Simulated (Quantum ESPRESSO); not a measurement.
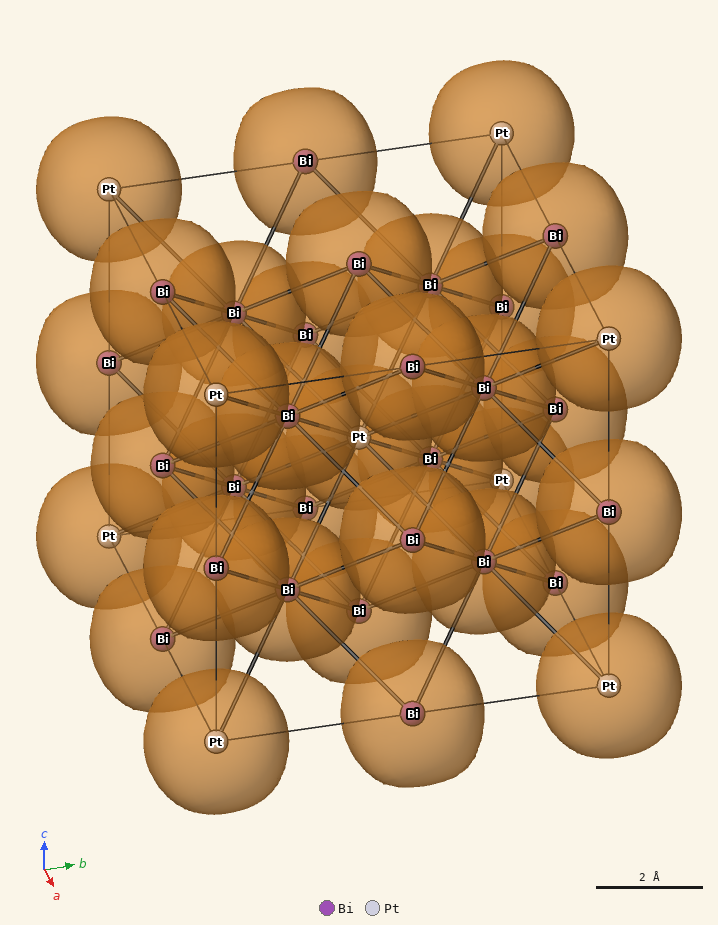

Bi7Pt. Isosurface of the valence charge density (pseudo) at 0.2 e/Å³ (orange), seen at an oblique angle. Sticks mark near contacts.

Space group Im-3m; a generated structure, not necessarily the stable one.

Theory: Kohn-Sham DFT of a periodic cell, PBE, SSSP 1.3 efficiency PBE in Quantum ESPRESSO 7.5.

```yaml
crystal:
  lattice:
    - [7.73632, 0.00000, 0.00000]
    - [0.00000, 7.73632, 0.00000]
    - [0.00000, 0.00000, 7.73632]
  atoms:
    - { symbol: Bi, position: [0.50000, 0.00000, 0.00000] }
    - { symbol: Bi, position: [0.00000, 0.50000, 0.50000] }
    - { symbol: Bi, position: [0.00000, 0.50000, 0.00000] }
    - { symbol: Bi, position: [0.50000, 0.00000, 0.50000] }
    - { symbol: Bi, position: [0.00000, 0.00000, 0.50000] }
    - { symbol: Bi, position: [0.50000, 0.50000, 0.00000] }
    - { symbol: Bi, position: [0.25000, 0.25000, 0.25000] }
    - { symbol: Bi, position: [0.75000, 0.75000, 0.75000] }
    - { symbol: Bi, position: [0.25000, 0.25000, 0.75000] }
    - { symbol: Bi, position: [0.75000, 0.75000, 0.25000] }
    - { symbol: Bi, position: [0.25000, 0.75000, 0.25000] }
    - { symbol: Bi, position: [0.75000, 0.25000, 0.75000] }
    - { symbol: Bi, position: [0.75000, 0.25000, 0.25000] }
    - { symbol: Bi, position: [0.25000, 0.75000, 0.75000] }
    - { symbol: Pt, position: [0.00000, 0.00000, 0.00000] }
    - { symbol: Pt, position: [0.50000, 0.50000, 0.50000] }
```

### What does this surface tell about the bonding?

At this value the density breaks into separate islands; it holds about 85 % of the electrons treated as valence. It bridges none of the near contacts. It is pinched off along the sampled Bi–Pt (3.35 Å) and Bi–Bi (3.35 Å) contacts. On the grid the lowest density along these lines, outside the cores, is 0.16 e/Å³ (Bi–Pt, 3.35 Å) and 0.17 e/Å³ (Bi–Bi, 3.35 Å).
